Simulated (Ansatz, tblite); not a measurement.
**Diborane 1,1-di F (B2H4F2): one state, many levels**

How do method and basis change the picture of diborane 1,1-di F (B2H4F2) (singlet)?

Computed with Ansatz 0.2.0, Gaussian basis. Level: as each input shows.

The runs, in order: GFN1-xTB, GFN2-xTB, PBE-D4/def2-TZVP, r2SCAN-D4/def2-TZVP, HF/def2-TZVP, PBE-QIDH/def2-TZVP, B3LYP-D4/def2-TZVP, B2PLYP/def2-TZVP, revPBE-D4/def2-TZVP, B97M-V/def2-TZVP, BHLYP-D4/def2-TZVP, PBE-D4/def2-SVP, PBE0-D4/def2-SVP, HF/6-31G, B3LYP-D4/6-31G, PBE0-D4/def2-TZVPD, PBE-D4/def2-TZVPD, r2SCAN-D4/def2-TZVPD, CCSD(T)/def2-TZVPP, MP2/def2-TZVP, RPA/def2-TZVP.

### 1 The relaxed structure

The geometry is that of the singlet, from an earlier relaxation (PBE-D4/def2-TZVP).

8 atoms, charge 0, spin multiplicity 1.

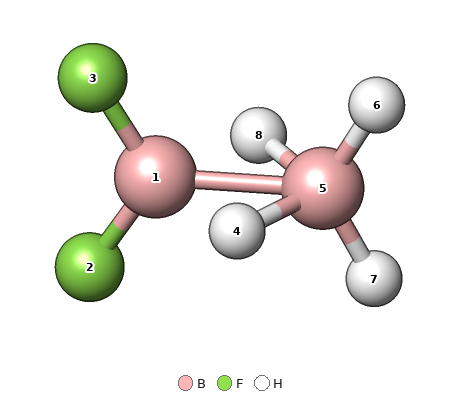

The structure; boron pink, fluorine green, hydrogen white; atoms are numbered from 1 in the order of the file.

PBE0-D4/def2-TZVP was run before; its log isn't repeated, and its numbers join the tables.

### 2 GFN1-xTB

Tight binding, by tblite at 300 K electronic temperature and without a spin-polarisation term:

```python
tblite.interface.Calculator('GFN1-xTB', numbers, positions, charge=0, uhf=0).singlepoint()
```

Energy -414.9795 eV, HOMO -13.10 eV, LUMO -5.71 eV; 0.003 s.

### 3 GFN2-xTB

Tight binding, by tblite at 300 K electronic temperature and without a spin-polarisation term:

```python
tblite.interface.Calculator('GFN2-xTB', numbers, positions, charge=0, uhf=0).singlepoint()
```

Energy -382.0762 eV, HOMO -12.14 eV, LUMO -5.71 eV; 0.002 s.

### 4 PBE-D4/def2-TZVP

start.molden holds the orbitals of an earlier run on this state, given as this run's starting guess.

The input, in.yaml:

```yaml
crystal:
  periodic: [false, false, false]
  atoms:
    - {symbol: B, position_ang: [0.526342, -0.605238, 0.354946]}
    - {symbol: F, position_ang: [1.333641, -1.345085, -0.416623]}
    - {symbol: F, position_ang: [0.538718, -0.807124, 1.679136]}
    - {symbol: H, position_ang: [0.669671, 0.762082, 0.058215]}
    - {symbol: B, position_ang: [-0.536447, 0.616651, -0.361665]}
    - {symbol: H, position_ang: [-1.235172, 1.247657, 0.373571]}
    - {symbol: H, position_ang: [-0.506705, 0.754806, -1.547832]}
    - {symbol: H, position_ang: [-0.790057, -0.623759, -0.139748]}
basis:
  gaussian: {orbitals: def2-TZVP, initial_orbitals: start.molden}
hamiltonian: {xc: pbe, dispersion: d4}
scf: {omitted_lower_state_checks: [starts]}
output: {orbitals: {seedname: orbitals}}
```

Launch:

```console
$ ansatz run in.yaml --threads 4 --pin off --events-out ev --progress --plain --max-ram 3916MiB
```

After this run come: r2SCAN-D4/def2-TZVP; HF/def2-TZVP; PBE-QIDH/def2-TZVP; B3LYP-D4/def2-TZVP; B2PLYP/def2-TZVP; revPBE-D4/def2-TZVP; B97M-V/def2-TZVP; BHLYP-D4/def2-TZVP; PBE-D4/def2-SVP; PBE0-D4/def2-SVP; HF/6-31G; B3LYP-D4/6-31G; PBE0-D4/def2-TZVPD; PBE-D4/def2-TZVPD; r2SCAN-D4/def2-TZVPD; CCSD(T)/def2-TZVPP; MP2/def2-TZVP; RPA/def2-TZVP.

Before running them: what should the planned runs give, taken together? Wanted: gap in def2-TZVP, named functionals and Hartree-Fock, smallest and largest; correlation energy, CCSD(T)/def2-TZVPP; correlation energy, MP2/def2-TZVP; binding an atom, CCSD(T)/def2-TZVPP; PBE0 total energy, smallest basis above largest.

**Answer**, as computed:

| quantity | value |
| --- | --- |
| gap in def2-TZVP, named functionals and Hartree-Fock, smallest and largest | 7.58 eV (PBE-D4), 16.93 eV (HF) |
| correlation energy, CCSD(T)/def2-TZVPP | -21.48 eV |
| correlation energy, MP2/def2-TZVP | -19.91 eV |
| binding an atom, CCSD(T)/def2-TZVPP | 3.789 eV |
| PBE0 total energy, smallest basis above largest | 8.15 eV (def2-SVP, def2-TZVPD) |

What this shows: Orbital gaps of the named functionals and Hartree-Fock in def2-TZVP span 7.58 eV (PBE-D4) to 16.93 eV (HF); exact exchange widens it. A small miss in a minimal or small basis is a cancelling of errors, not accuracy. The functionals in def2-TZVP miss CCSD(T)/def2-TZVPP by -0.019 (BHLYP-D4) to +0.160 eV (PBE-D4) an atom. CCSD(T)/def2-TZVPP isn't at the basis-set limit; small misses against it rank nothing.
